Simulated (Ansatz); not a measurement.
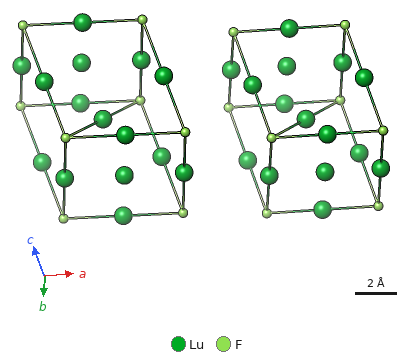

Two geometries of solid Lu5F (a generated structure, set up in I4/mmm) (coarse preliminary run), drawn at one scale. One is the start of a relaxation, the other its converged end. A ball-and-stick model of the cell of the calculation, seen from a free direction.

These are results of DFT PBE, scalar-relativistic, plane waves, PAW (Ansatz), not measurements. Set-up: plane-wave cutoff 420 eV; k-point mesh 4 × 4 × 4; occupations gaussian; smearing width 0.1 eV; no spin polarisation; cell and atoms relaxed; force threshold 0.04 eV/Å; at most 70 steps.

Which geometry has the lower energy?

The left one is the relaxed one. After 4 accepted moves (6 points after the start) the energy has fallen by 118 meV per atom. All forces vanish by symmetry, so only the cell relaxes. Pressure: 8.10 GPa at the start and 0.05 GPa at the end. The SCF was repeated twice at an unchanged geometry on a basis and grid sized afresh for the cell, which shifted the energy by 9.2 meV per atom at most. The atoms keep their places relative to the cell (all moves are under 0.005 Å). The volume changes by +20.3 %, with a = b = c 5.786 → 6.161 Å (+6.5 %), α 110.0° → 111.5°, β 110.0° → 111.5°, γ 108.4° → 105.6°. Some distances before and after: Lu–Lu 3.384 → 3.726 Å, Lu–Lu 2.893 → 3.080 Å, F–Lu 2.893 → 3.080 Å, Lu–Lu 3.318 → 3.469 Å. The space group stays I4/mmm (No. 139).
